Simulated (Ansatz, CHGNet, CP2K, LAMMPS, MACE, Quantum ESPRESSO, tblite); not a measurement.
# Bulk modulus of glassy 67P2O5-33MgO (mol %) (80 atoms) across programs

Aim: pressure against volume for glassy 67P2O5-33MgO (mol %) (80 atoms), with plane waves as the reference.

The results are calculated values.

## 1. Set-up

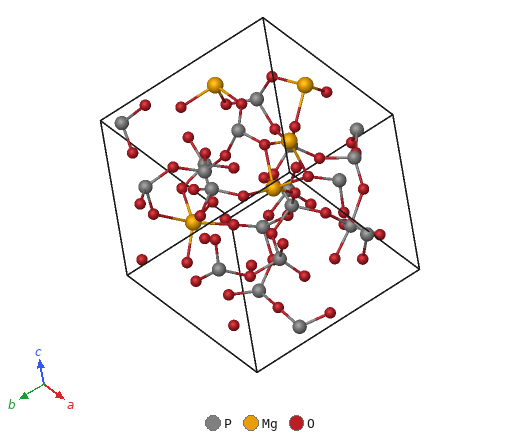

The cell (phosphorus grey, magnesium orange, oxygen red). Bonds to atoms that aren't drawn are left out. Some periodic images of atoms are drawn too.

The cell holds 80 atoms (20 P, 5 Mg and 55 O), with edges of 9.73, 9.73 and 9.73 Å. Recipe: 80 atoms (20 P, 5 Mg, 55 O) placed at random at 2.93 g/cm³, melted at 4000 K for 10 ps at fixed volume with the Morse and Coulomb pair potential with partial charges (Pedone, Malavasi, Menziani, Cormack and Segre, J. Phys. Chem. B 110, 11780 (2006)). Quenched from 4000 K to 300 K at 25 K/ps and fixed volume, held 5 ps. Then the atoms were relaxed with MACE MPA-0 medium in the fixed cell.

Bonds by pair of elements; cutoffs follow the first minimum of g(r), held within bounds set by covalent radii, and pairs that aren't listed don't count as bonded:

```csv
pair A-B,cutoff (Å),bonds,mean length (Å),spread (Å),shortest (Å),B about A,A about B
O-P,2.11,82,1.57,0.078,1.45,1.49,4.1
O-Mg,2.43,24,2.02,0.108,1.88,0.436,4.8
```

## 2. The reference input

Quantum ESPRESSO 7.5: Kohn-Sham DFT, PBE, SSSP efficiency 1.3.0 pseudopotentials, plane waves. Its input, pw.in, for the unchanged cell:

```
&control
  calculation = 'scf'
  pseudo_dir = './pseudo'
  outdir = './tmp'
  disk_io = 'none'
  tprnfor = .true.
  tstress = .true.
/
&system
  ibrav = 0
  nat = 80
  ntyp = 3
  ecutwfc = 60
  ecutrho = 480
  nosym = .true.
  occupations = 'smearing'
  smearing = 'fd'
  degauss = 0.003675
/
&electrons
  conv_thr = 4.0e-07
  electron_maxstep = 100
  mixing_beta = 0.4
  mixing_mode = 'plain'
  diagonalization = 'david'
/
ATOMIC_SPECIES
P 30.974 P.upf
Mg 24.305 Mg.upf
O 15.999 O.upf
CELL_PARAMETERS angstrom
9.72560 0.00000 0.00000
0.00000 9.72560 0.00000
0.00000 0.00000 9.72560
ATOMIC_POSITIONS crystal
P 0.08155 0.93528 0.99192
P 0.62889 0.02395 0.00942
P 0.88383 0.26656 0.38746
P 0.08164 0.86517 0.53253
[... 74 atom lines left out ...]
O 0.65546 0.23190 0.65670
O 0.31562 0.09907 0.23685
K_POINTS gamma
```

```console
$ OMP_NUM_THREADS=1 mpirun -np 4 pw.x -in pw.in > output.txt
```

It took 1.8 min on 4 MPI ranks of Intel Xeon at 2.60GHz (Ice Lake), shared host; peak memory 2.9 GiB; 7 min of CPU time.

It converged with an r.m.s. force component of 0.15 eV/Å and a pressure of 6.4 GPa.

## 3. Levels of theory

Every level solves the same cells as single points. CPU time is summed over a level's finished runs, on a host shared with the other runs, so it is rough; the force column is the median over cells of the r.m.s. difference of force components from the reference.

```
                level                      basis or training data  k-points  runs finished  CPU time  peak memory (GiB)  force difference (meV/Å)
              QE, PBE     plane waves, SSSP efficiency, 60/480 Ry         Γ         3 of 3    21 min                2.9                 reference
CP2K double zeta, PBE       DZVP-UZH, GTH-PBE potentials, 1200 Ry         Γ         3 of 3    25 min                9.8                       201
      tblite GFN1-xTB  tight binding with its own dispersion term         Γ         3 of 3      20 s               0.11                       505
         CHGNet 0.3.0          trained on PBE(+U) plane-wave data         -         3 of 3      14 s                1.4                       207
    MACE MPA-0 medium          trained on PBE(+U) plane-wave data         -         3 of 3      27 s                1.2                       151
```

The reference's own r.m.s. force component runs from 150 to 156 meV/Å over these cells. MACE MPA-0 medium relaxed the atoms, so in the cells that it relaxed its own forces are small, and its entry isn't an independent test there.

## 4. Pressure against volume

The cell is scaled evenly, and at each volume MACE MPA-0 medium relaxes the atoms again before the single points. The unchanged volume is 11.499 Å³ an atom. Pressures in GPa:

```csv
level,-3 %,0,+3 %
"QE, PBE",8.99,6.41,4.30
"CP2K double zeta, PBE",9.44,6.87,4.77
tblite GFN1-xTB,6.40,4.15,2.34
CHGNet 0.3.0,6.74,4.44,2.62
MACE MPA-0 medium,7.37,4.93,2.96
```

Energy less that of the unchanged cell at the same level, in meV an atom:

```csv
level,-3 %,+3 %
"QE, PBE",14.45,-9.59
"CP2K double zeta, PBE",13.72,-8.75
tblite GFN1-xTB,10.71,-7.22
CHGNet 0.3.0,11.32,-7.27
MACE MPA-0 medium,13.14,-8.52
```

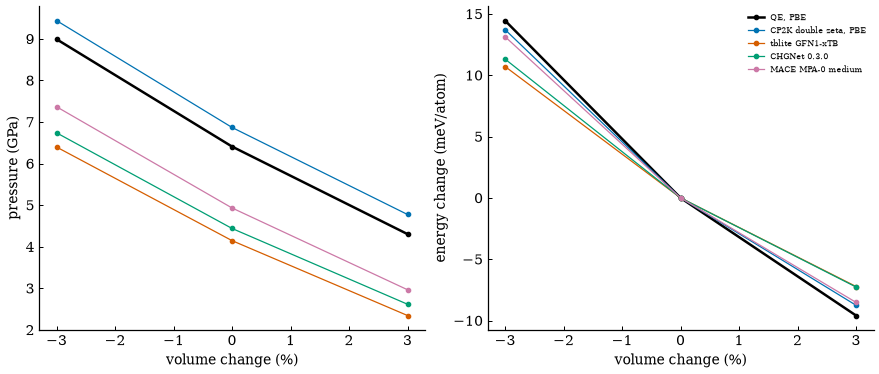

Pressure and energy against volume, by level.

## 5. Moduli

From the three volumes nearest the unchanged one: B from the slope of pressure against ln V and from the curvature of the energy, the pressure that the slope of the energy implies, and the volume change at which the printed pressure crosses zero (a dash if it doesn't within the range).

```csv
level,B from pressures (GPa),B from energies (GPa),printed pressure (GPa),pressure from energies (GPa),zero pressure at (%)
"QE, PBE",78.2,75.3,6.41,5.58,-
"CP2K double zeta, PBE",77.8,76.8,6.87,5.22,-
tblite GFN1-xTB,67.6,54.0,4.15,4.16,-
CHGNet 0.3.0,68.7,62.7,4.44,4.32,-
MACE MPA-0 medium,73.4,71.6,4.93,5.03,-
```

As a check by hand on the reference: from -3 to +3 % the pressure falls by 4.69 GPa while ln V grows by 0.0600, a ratio of 78.1 GPa.

Gap between the highest filled and the lowest empty level on the runs' k-points, in eV:

```csv
level,-3 %,0,+3 %
"QE, PBE",4.30,4.17,4.00
"CP2K double zeta, PBE",4.09,3.95,3.77
```

## 6. Outcome

The plane-wave reference (PBE) gives a bulk modulus of 78.2 GPa from its pressures, at a volume where its pressure is 6.41 GPa, and the pressure stays positive over the whole range. Other programs at PBE: CP2K double zeta, PBE 77.8 GPa (-1 %); its pressure lies +0.46 GPa from the reference's. Learned potentials: CHGNet 0.3.0 68.7 GPa (-12 %) and MACE MPA-0 medium 73.4 GPa (-6 %); their pressures lie -1.97 to -1.48 GPa from the reference's.

Tight binding: tblite GFN1-xTB 67.6 GPa (-14 %); its pressure lies -2.26 GPa from the reference's. All slopes lie within 14 % of the reference's, while the pressures at one volume spread over 2.7 GPa, so the levels would settle at unlike volumes. Moduli from the energies run from 54 to 77 GPa and part from those from pressures by as much as -20 % (tblite GFN1-xTB); they rest on small differences of energy, and for levels other than MACE MPA-0 medium they hold the work of leftover forces. The reference's gap falls as the cell grows, from 4.30 eV at -3 % to 4.00 eV at +3 %.

**Limits.** The atoms follow MACE MPA-0 medium, not each level's own minimum, so these moduli only approach relaxed ones and hang on that choice. Three points at finite strain give rough moduli, at the given volume rather than at zero pressure. Pressures at a fixed plane-wave cutoff or in a small atom-centred basis hold some basis error. The quench rate of 25 K/ps is many orders above laboratory rates, so the cell is likely richer in defects and strain than a real sample. The reference samples only Γ, in a cell whose shortest periodic width is 10 Å. The reference isn't exact: its cutoffs and mesh weren't converged further here, and in our tests on small cells the SSSP efficiency potentials stood apart from two norm-conserving sets for C–F bonds most, for P–O and Y–O bonds less. Where levels are smeared, the DFT runs use Fermi–Dirac occupations at 580 K (0.05 eV), and energies are free energies.

[Logs are printed without paths, hosts, clocks, repeated set-up lines and the standing remarks that a program may print on its own settings, such as how far it seeks lower states.]

[Hosts, paths, dates, database ids (printed as entryN), source tags and the programs' standing remarks are cut or masked in the printed files.]
